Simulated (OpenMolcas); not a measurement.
# One shape, several levels: BSiH3OF2 (SMILES FB(F)O[SiH3])

Aim: a comparison of 6 runs (HF/STO-3G, B3LYP/6-31G*, B2PLYP/cc-pVDZ, BLYP/cc-pVDZ, M06-L/cc-pVDZ, MP2/cc-pVDZ) of BSiH3OF2. 

The results are computed with OpenMolcas 26.06.

1 further run of the same task is left out (set aside as unsound or not needed).

## 1. The molecule

BSiH3OF2: 8 atoms, total charge 0, spin state singlet. SMILES: `FB(F)O[SiH3]`. The coordinates come from a PBE0-D4/def2-TZVP relaxation.

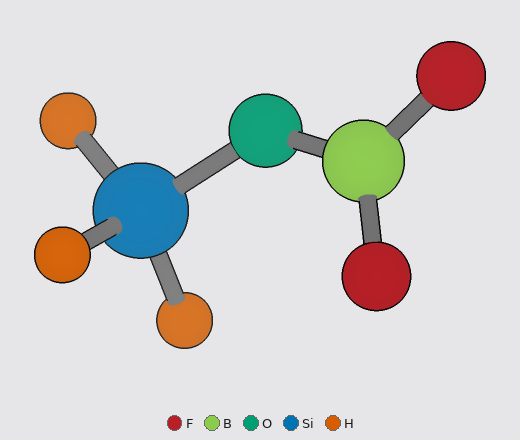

The structure, seen from a chosen angle (fluorine red, boron green, oxygen teal, silicon blue, hydrogen orange).

## 2. Energy and forces at HF/STO-3G (run 1)

File mol.inp:

```
* BF2H3OSi Hartree-Fock
&GATEWAY
BASLIB = $CurrDir
COORD
8
bohr
F      3.10784358    -3.65888772     2.06320298
B      1.10681259    -2.38426745     1.29956466
F     -1.14838657    -3.38997969     1.74308338
O      1.37307500    -0.15949288     0.12245425
Si    -0.65214449     1.91788304    -1.07374238
H     -2.33305587     2.86784837     0.95639039
H      0.88722642     3.99960534    -2.12575292
H     -2.16732689     0.69919867    -3.09064708
BASIS = STO-3G
GROUP = NoSym
&SEWARD
&SCF
THRESHOLDS = 1e-10 1e-07 1e-07 1e-05
PRORBITALS = 1
&ALASKA
```

The basis set STO-3G is read from a file made from the Basis Set Exchange's data (not shown).

The run is started by

```sh
$ export MOLCAS_MEM=1860
$ pymolcas mol.inp > mol.log
```

What it wrote:

```text
--- Start Module: gateway ---
[...]
--- Stop Module: gateway /rc=_RC_ALL_IS_WELL_ ---
[...]
      Basis functions           32
[...]
--- Start Module: scf ---
[...]
       Convergence after  11 Iterations
[...]
::    Total SCF energy                               -581.8457785096
[...]
      Total spin, S                                     0.0000000000
[...]
      Total electronic charge=   48.000000
      Total            charge=   -0.000000
[...]
      Dipole Moment (debye):
      Origin of the operator (angstrom)=    0.2728   -0.5591    0.2990
                   X= -9.7948E-01               Y=  1.4555E+00               Z= -8.1952E-01           Total=  1.9363E+00
      Quadrupole Moment (debye*angstrom):
[...]
--- Stop Module: scf /rc=_RC_ALL_IS_WELL_ ---
--- Start Module: alaska ---
[...]
 *              Molecular gradients               *
 **************************************************
  Irreducible representation: a
 ------------------------------------------------------------------------------------------
                              X                       Y                       Z
 ------------------------------------------------------------------------------------------
  F1                3.46126355389842E-03   -3.88290656626999E-03    2.20759418478789E-03
  B2                5.32658276438025E-03   -9.35798974317659E-03    5.22921530812737E-03
  F3               -5.96251200549958E-03   -3.45656618334367E-03    1.59836154846271E-03
  O4               -4.03820023084123E-03    1.35782553657915E-02   -7.41051823109018E-03
  SI5               1.75453357204445E-02   -1.45396708536190E-02    8.46380465665142E-03
  H6               -1.78341463674254E-02    9.85062476335230E-03    2.28345187937231E-02
  H7                1.74988718948836E-02    2.19422313298248E-02   -1.10226360354551E-02
  H8               -1.59971953297844E-02   -1.41339781126166E-02   -2.19003402252387E-02
[...]
--- Stop Module: alaska /rc=_RC_ALL_IS_WELL_ ---
[...]
```

Run time: 1.8 s. Hardware: 1 thread of Arm Neoverse V2, shared host; peak memory 0.37 GiB.

## 3. Energy and forces at B3LYP/6-31G(d) (Cartesian functions) (run 2)

File calc.inp:

```
&GATEWAY
  BasLib=$CurrDir
  Coord
  8
  angstrom
  F        1.644600      -1.936200       1.091800
  B        0.585700      -1.261700       0.687700
  F       -0.607700      -1.793900       0.922400
  O        0.726600      -0.084400       0.064800
  Si      -0.345100       1.014900      -0.568200
  H       -1.234600       1.517600       0.506100
  H        0.469500       2.116500      -1.124900
  H       -1.146900       0.370000      -1.635500
  Basis=6-31Gs
  Group=NoSym

&SEWARD
  GridInput
  Grid=UltraFine
  End of Grid

&SCF
  KSDFT=B3LYP
  Thresholds=1e-10 1e-07 1e-07 1e-05
  PrOrbitals=1 2

&ALASKA
```

The basis set 6-31G* is read from a file made from the Basis Set Exchange's data (not shown).

The run is started by

```sh
$ export MOLCAS_MEM=1860
$ pymolcas calc.inp > calc.log
```

What it wrote:

```text
--- Start Module: gateway ---
[...]
--- Stop Module: gateway /rc=_RC_ALL_IS_WELL_ ---
[...]
      Basis functions           85
[...]
--- Start Module: scf ---
[...]
       Convergence after  13 Iterations
[...]
::    Total KS-DFT energy                            -591.2616401313
[...]
      Total spin, S                                     0.0000000000
[...]
      Total electronic charge=   48.000000
      Total            charge=   -0.000000
[...]
      Dipole Moment (debye):
      Origin of the operator (angstrom)=    0.2728   -0.5591    0.2990
                   X= -7.9767E-01               Y=  1.3007E+00               Z= -7.2913E-01           Total=  1.6911E+00
      Quadrupole Moment (debye*angstrom):
[...]
--- Stop Module: scf /rc=_RC_ALL_IS_WELL_ ---
[...]
--- Start Module: alaska ---
[...]
 *              Molecular gradients               *
 **************************************************
  Irreducible representation: a
 ------------------------------------------------------------------------------------------
                              X                       Y                       Z
 ------------------------------------------------------------------------------------------
  F1               -5.23409275784203E-03    2.79784382068371E-03   -1.71783846942031E-03
  B2               -2.77719526382114E-04    1.51296177673488E-03   -8.15203507774198E-04
  F3                6.01854623093345E-03    1.87186252309957E-03   -7.50991865947626E-04
  O4               -7.12056253957272E-03    9.14269204956852E-05   -3.39942510791058E-04
  SI5               4.48557999147514E-03   -3.80470068130911E-03    2.18629894631395E-03
  H6                8.59577524054966E-04   -1.01344859037500E-03    1.62100273427335E-04
  H7                4.33616914011559E-04   -7.90544411270133E-04    4.50494233282805E-04
  H8                8.35054163460747E-04   -6.65401357978990E-04    8.25082900894447E-04
[...]
--- Stop Module: alaska /rc=_RC_ALL_IS_WELL_ ---
[...]
```

It took 26 s on 1 thread of Arm Neoverse V2, shared host; peak memory 0.47 GiB.

Runs 3 to 5 aren't shown in full; the table further down has their settings and results.

## 4. The energy at MP2/cc-pVDZ (run 6)

File mol.xyz:

```xyz
8

F      1.644600    -1.936200     1.091800
B      0.585700    -1.261700     0.687700
F     -0.607700    -1.793900     0.922400
O      0.726600    -0.084400     0.064800
Si    -0.345100     1.014900    -0.568200
H     -1.234600     1.517600     0.506100
H      0.469500     2.116500    -1.124900
H     -1.146900     0.370000    -1.635500
```

File test.input:

```
&GATEWAY
BasLib = $CurrDir
Coord = mol.xyz
Basis = cc-pVDZ
Group = NoSym
&SEWARD
&SCF
Thresholds = 1e-10 1e-07 1e-07 1e-05
PrOrbitals = 1 1
&MBPT2
Frozen = 9
```

The basis set cc-pVDZ is read from a file made from the Basis Set Exchange's data (not shown).

The run is started by

```sh
$ export MOLCAS_MEM=1860
$ pymolcas test.input > test.log
```

What it wrote:

```text
--- Start Module: gateway ---
[...]
--- Stop Module: gateway /rc=_RC_ALL_IS_WELL_ ---
[...]
      Basis functions           89
[...]
--- Start Module: scf ---
[...]
       Convergence after  14 Iterations
[...]
::    Total SCF energy                               -589.3330333946
[...]
      Total spin, S                                     0.0000000000
[...]
      Total electronic charge=   48.000000
      Total            charge=   -0.000000
[...]
      Dipole Moment (debye):
      Origin of the operator (angstrom)=    0.2728   -0.5591    0.2990
                   X= -8.8307E-01               Y=  1.5655E+00               Z= -8.7419E-01           Total=  1.9987E+00
      Quadrupole Moment (debye*angstrom):
[...]
--- Stop Module: scf /rc=_RC_ALL_IS_WELL_ ---
[...]
--- Start Module: mbpt2 ---
[...]
WARNING!
Default frozen orbitals as non valence orbitals is overwritten by user input.
Default values:   6
[...]
       Reference weight ( Cref**2 )         =        0.84460
::    Total MBPT2 energy                             -590.0630501754
[...]
      Total MBPT2 calculations                           0.28      0.31
--- Stop Module: mbpt2 /rc=_RC_ALL_IS_WELL_ ---
[...]
```

It took 6 s on 1 thread of Arm Neoverse V2, shared host; peak memory 0.49 GiB.

## 5. The series

```csv
run,level,Cartesian functions,integration grid,energy (Eh),dipole moment (D) of the reference,HOMO energy (eV),LUMO energy (eV),wall time
1,HF/STO-3G,no,–,-581.845779,1.94,-9.94,10.15,1.8 s
2,B3LYP/6-31G* (Cartesian functions),yes,UltraFine,-591.261640,1.69,-9.24,0.01,26 s
3,B2PLYP/cc-pVDZ,no,UltraFine,-590.904816,1.88,-10.88,1.53,26 s
4,BLYP/cc-pVDZ,no,UltraFine,-591.208736,1.61,-7.88,-0.43,35 s
5,M06-L/cc-pVDZ,no,UltraFine,-591.231604,1.81,-8.40,0.12,46 s
6,MP2/cc-pVDZ,no,–,-590.063050,2.00,-13.14,3.60,6 s
```

## 6. Results

| quantity | value |
| --- | --- |
| run 6: total energy | -590.06305 Eh |
| run 6: dipole moment (mean-field density) | 2.00 D |
| run 6: HOMO energy (Hartree–Fock orbitals) | -13.14 eV |
| run 6: LUMO energy (Hartree–Fock orbitals) | 3.60 eV |
| run 6: HOMO–LUMO gap (Hartree–Fock orbitals) | 16.75 eV |
| run 6: correlation energy (9 core orbitals frozen) | -730.0 mEh |

Over runs 1, 2, 3, 4, 5 the dipole moment (its size) runs from 1.61 D (BLYP/cc-pVDZ) to 1.94 D (HF/STO-3G). The two ends differ in method and basis. Over runs 1, 2, 3, 4, 5 the HOMO–LUMO gap runs from 7.45 eV (BLYP/cc-pVDZ) to 20.10 eV (HF/STO-3G). For B2PLYP the log adds the whole second-order term; the table takes 0.27 of it, as the functional is defined. Totals of different functionals can't be ranked against each other. In run 1 the basis is minimal, so the values are rough. All runs together took 2.4 min, the longest 46 s.
